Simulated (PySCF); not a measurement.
# C4H12Sn (SnH3(nBu)): the cost of one run

Computed with PySCF 2.14.0, with density-fitted response routines of our own, on a single molecule in the gas phase. Atoms are numbered from 0 throughout.

## Step 1: The molecule as given

17 atoms, charge 0, multiplicity 1; geometry from: GFN2-xTB. The atoms were then displaced at random by about 0.03 Å, so the start is not that level's minimum.

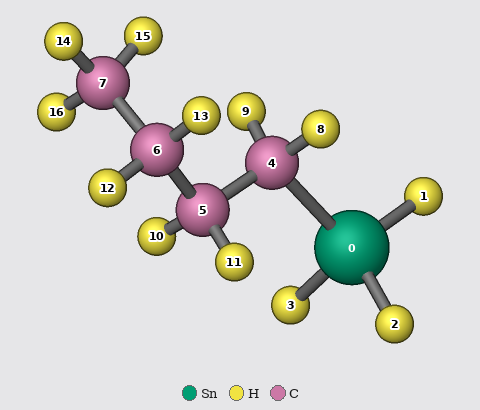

As it starts; tin teal, hydrogen yellow, carbon pink, atoms numbered; sticks join atoms by distance.

## Step 2: Optimising the geometry at PBE0-D3(BJ)/def2-SVP

The job: settings as JSON, then the geometry in Å.

```
{"job": {"xc": "PBE0", "basis": "def2-SVP", "d3": "d3bj", "grid": 1, "maxiter": 40, "shake": 0.03, "kind": "geom"}, "charge": 0, "multiplicity": 1}
Sn     1.427820     1.832070     1.618040
H      1.366070     1.957280     3.261990
H      2.891680     1.974880     1.084740
H      0.758290     3.324490     1.070150
C      0.356530     0.126650     0.811630
C      0.324530     0.101110    -0.680030
C     -0.259200    -1.213220    -1.196480
C     -1.729170    -1.311030    -0.905400
H      0.865400    -0.717300     1.296740
H     -0.655010     0.135660     1.272500
H     -0.249460     0.928800    -1.041100
H      1.373130     0.159190    -1.039540
H     -0.232130    -1.208670    -2.309430
H      0.193290    -2.053030    -0.749410
H     -2.200690    -2.246330    -1.366550
H     -1.952990    -1.367140     0.201730
H     -2.306640    -0.424000    -1.269290
```

Launch:

```bash
> OMP_NUM_THREADS=1 python probes_run.py task.json out
```

One launch serves the whole session: the jobs run in the order shown.

**Question.** How long does this first job take on 1 thread of Intel Xeon at 2.50GHz, shared host, and how much memory does it need?

About 2.1 min, with a peak of 0.62 GiB.
